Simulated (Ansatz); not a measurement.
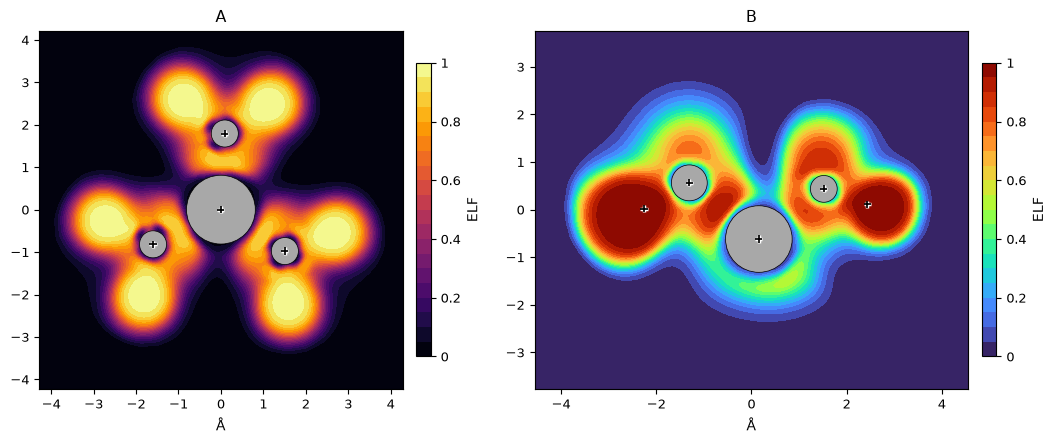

The ELF of 2 systems, each on a plane through atoms (crosses mark nuclei in the plane; grey discs cover the cores).

Method: RKS r2SCAN-D4/6-31G in Ansatz 0.2.0.

System 1: CH$_{6}$O$_{2}$Si, the plane of atoms Si1, O7 and H8. 

```xyz
10

Si   -0.0777   -0.0508    0.0967
C     0.0568    0.0389    1.9734
H    -0.9324   -0.0710    2.4320
H     0.7155   -0.7445    2.3624
H     0.4553    1.0144    2.2730
H     1.2167    0.1374   -0.6365
O    -1.2156    1.1883   -0.2805
H    -1.4499    1.4316   -1.1908
O    -0.5883   -1.5960   -0.4743
H    -1.3813   -2.0448   -0.1379
```

System 2: AlH$_{6}$N$_{3}$, the plane of atoms N2, Al1 and N8. 

```yaml
atoms:
  - { symbol: Al, position_ang: [0.0001, 0.0000, 0.0001] }
  - { symbol: N, position_ang: [-0.0041, 0.0416, 1.7956] }
  - { symbol: H, position_ang: [-0.8112, 0.2728, 2.3590] }
  - { symbol: H, position_ang: [0.8003, -0.1633, 2.3729] }
  - { symbol: N, position_ang: [1.5507, 0.1227, -0.8978] }
  - { symbol: H, position_ang: [1.6830, -0.1841, -1.8521] }
  - { symbol: H, position_ang: [2.4036, 0.5071, -0.5141] }
  - { symbol: N, position_ang: [-1.5466, -0.1643, -0.8977] }
  - { symbol: H, position_ang: [-2.4021, -0.5269, -0.4992] }
  - { symbol: H, position_ang: [-1.6737, 0.0944, -1.8668] }
```

> Which map belongs to which system?

Panel A is system 2, AlH$_{6}$N$_{3}$: the plane holds Al and N. Al–N (1.80 Å): the ELF peaks at about 0.90 in the valence shell of N, 0.7 Å from its nucleus, and is about 0.40 at the midpoint. Panel B is system 1, CH$_{6}$O$_{2}$Si: the plane holds Si, C, H and O. Si–O (1.72 Å): the ELF peaks at about 0.85 between the atoms: a polar covalent bond.
